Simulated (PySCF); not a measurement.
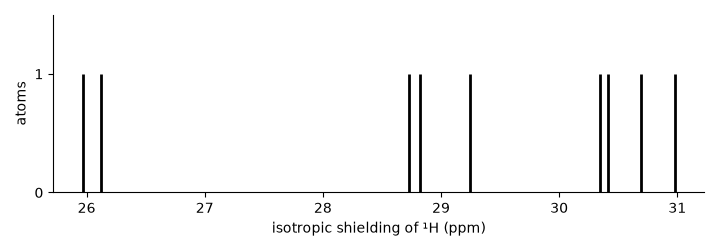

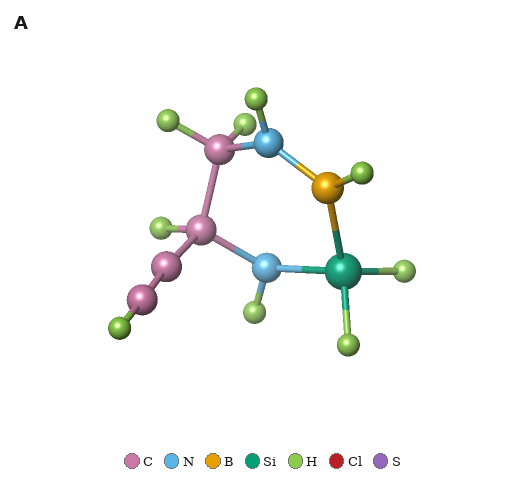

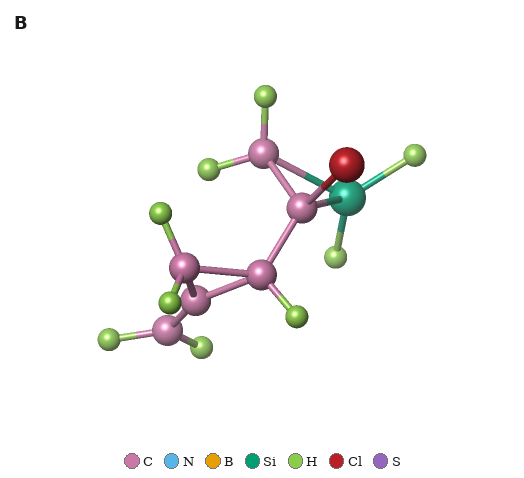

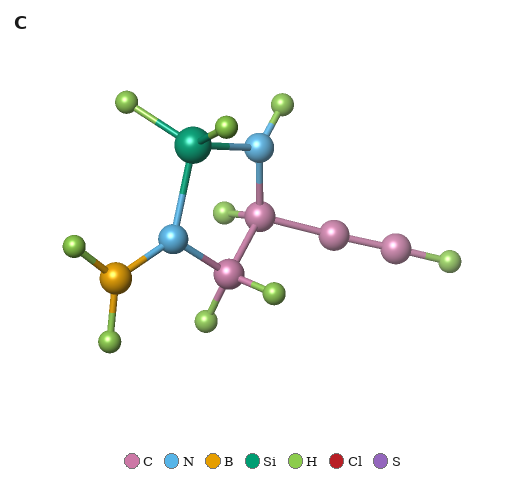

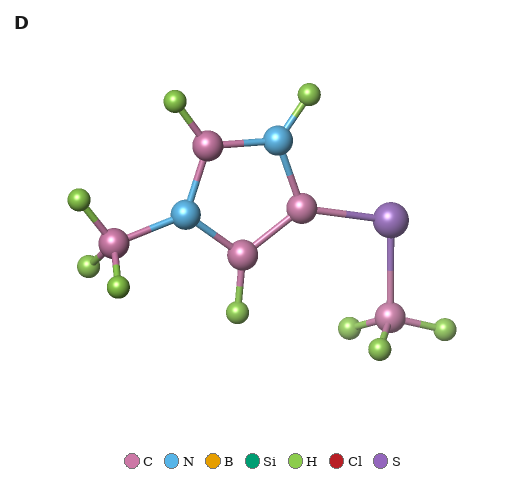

The sticks are computed shieldings of one of the molecules, for one fixed geometry (GFN2-xTB) without averaging over rotations. Low shielding means a high chemical shift. Method: GIAO PBE0/pcSseg-1 NMR shielding, non-relativistic, gas phase (PySCF 2.14.0).

Which molecule gives this pattern?

Answer. B, `C=C1C[C@@H]1[C@]1(Cl)C[SiH2]1`. Its 9 H atoms give lines at 25.97, 26.12, 28.73, 28.83, 29.24, 30.34, 30.41, 30.70, 30.98 ppm.

The geometry is semi-empirical. Around B, Si such bond lengths and angles can be off by a tenth of an ångström or more and by several degrees, and values that hang on the shape move with them.
